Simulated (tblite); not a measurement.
**C₅H₁₀BCl₂Ga: frequency calculation**

The run: frequency calculation of C₅H₁₀BCl₂Ga, SMILES C#[C][Ga-]1([CH2]CC)[Cl+][BH2-][Cl+]1. Method and program: GFN2-xTB harmonic vibrations, gas phase (tblite 0.8.0).

It belongs to a series of runs on one base structure; here: H on C replaced by C2H5.

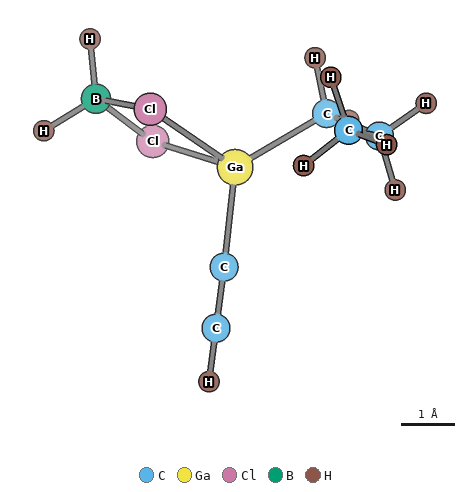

Fig. 1: The structure (ball-and-stick view, seen at a tilt). Sticks mark near contacts.

### Key numbers

```csv
quantity,value
outcome,converged
total energy,−745.2033 eV
zero-point energy,84.0060 kcal/mol
hardware,"1 CPU thread, shared host"
wall time,1.8 s
peak memory,0.18 GiB
```

### Input
```
{"job": {"kind": "ir", "xc": "GFN2-xTB", "basis": "xTB"}, "charge": 0, "multiplicity": 1}
C      0.815151     3.378841     0.137846
C      0.766949     2.186649    -0.044585
Ga     0.731645     0.238603    -0.332531
C     -0.767935    -0.849426    -1.190612
C     -2.141385    -0.356997    -0.731132
C     -2.231596    -0.327320     0.788582
Cl     2.857485    -0.352908    -1.034802
B      3.246442    -1.026252     0.677259
Cl     1.630208    -0.718906     1.580339
H      0.854920     4.421338     0.297171
H     -0.704533    -0.815934    -2.284664
H     -0.635394    -1.900505    -0.900958
H     -2.922075    -1.009939    -1.133803
H     -2.317734     0.651536    -1.119169
H     -1.488720     0.376579     1.186624
H     -2.027875    -1.313821     1.204389
H     -3.217506    -0.006884     1.117502
H      4.099797    -0.378718     1.169045
H      3.442353    -2.186686     0.606039
```

The first line tells a small driver script what to run in tblite; the rest is the geometry in Å.

Launch command:
```bash
OMP_NUM_THREADS=1 python <driver script> task.json out
```

### Output
```
mode    cm-1     km/mol
  1      35.8      0.05
  2      49.9      0.14
  3      55.3      0.45
  4      61.4      0.25
  5      65.8      0.14
  6      91.7      0.37
  7     119.3      1.59
  8     165.7      6.78
  9     187.0      5.72
 10     197.9     24.17
 11     211.1     23.82
 12     232.6     68.57
 13     275.8      3.37
 14     302.8     17.45
 15     379.3     25.95
 16     427.1     24.39
 17     470.6     18.39
 18     513.3     46.97
 19     562.1      4.42
 20     656.9     43.71
 21     677.2     31.90
 22     678.4     40.45
 23     808.8     14.66
 24     830.1      3.66
 25     919.8      0.01
 26     924.4      0.44
 27     987.5     11.58
 28    1031.1     90.25
 29    1034.4    102.69
 30    1101.6      4.37
 31    1177.3      5.81
 32    1208.6      3.70
 33    1210.6     66.31
 34    1257.3      4.11
 35    1334.0      3.14
 36    1403.6      2.18
 37    1441.2      0.34
 38    1472.5      5.05
 39    1486.3      3.64
 40    1489.3      2.24
 41    2144.6     19.80
 42    2563.2     72.87
 43    2584.7     70.13
 44    2879.0     32.84
 45    2901.3     55.92
 46    2907.0     28.45
 47    2937.1     68.48
 48    2950.1     55.46
 49    3007.2     32.62
 50    3035.1     34.76
 51    3317.9      0.75
```

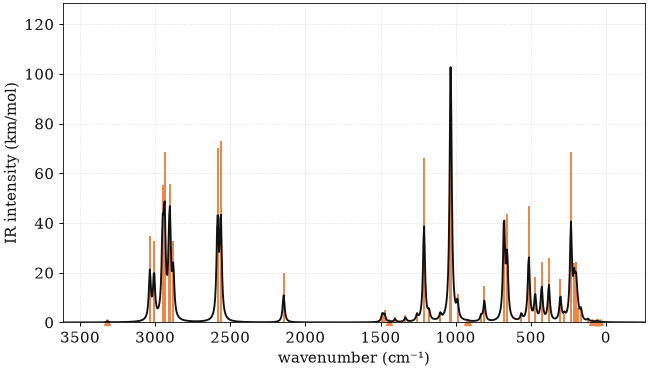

Fig. 2: Harmonic infrared spectrum, unscaled: sticks (degenerate modes added up, dark ones marked on the axis) with a Lorentzian envelope of 16 cm⁻¹ full width, scaled to the tallest stick. 51 modes from 36 to 3318 cm⁻¹, none imaginary. The strongest line is at 1034 cm⁻¹ (103 km/mol).
